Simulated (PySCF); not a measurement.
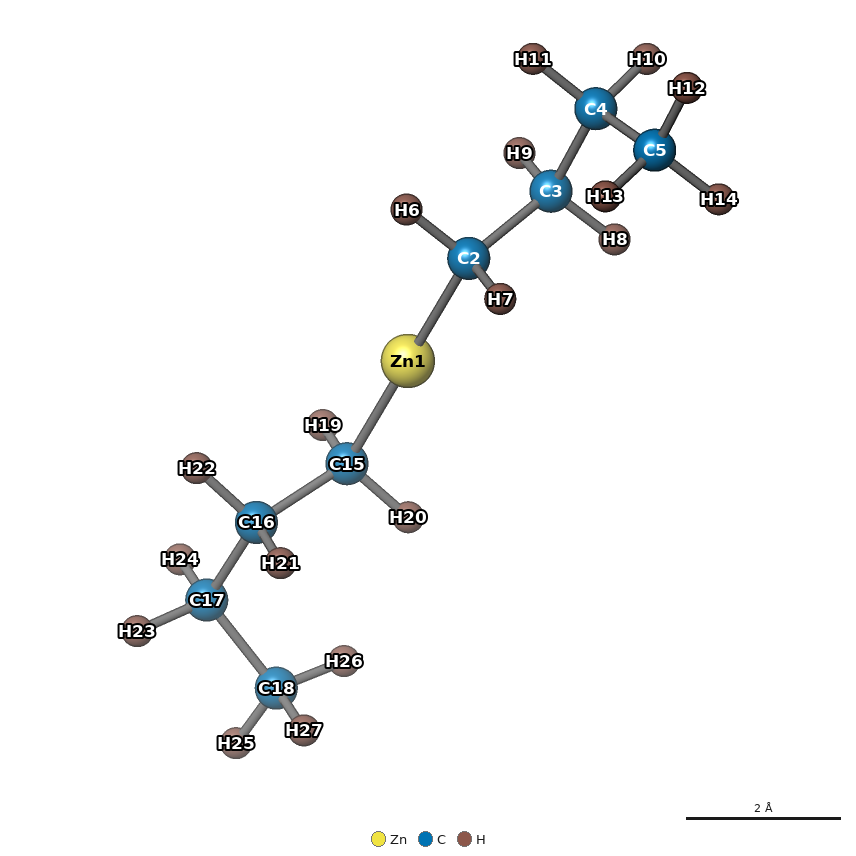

Orthographic view. Atoms fade into the background with distance from the viewer. The computed structure is the end point of a PBE0-D3(BJ)/def2-SVP optimisation. No frequency run is at hand to confirm it as a minimum.

List the bonded neighbours of every atom.

Zn1: C2, C15
C2: Zn1, C3, H6, H7
C3: C2, C4, H8, H9
C4: C3, C5, H10, H11
C5: C4, H12, H13, H14
C15: Zn1, C16, H19, H20
C16: C15, C17, H21, H22
C17: C16, C18, H23, H24
C18: C17, H25, H26, H27
(terminal hydrogens appear only as neighbours)
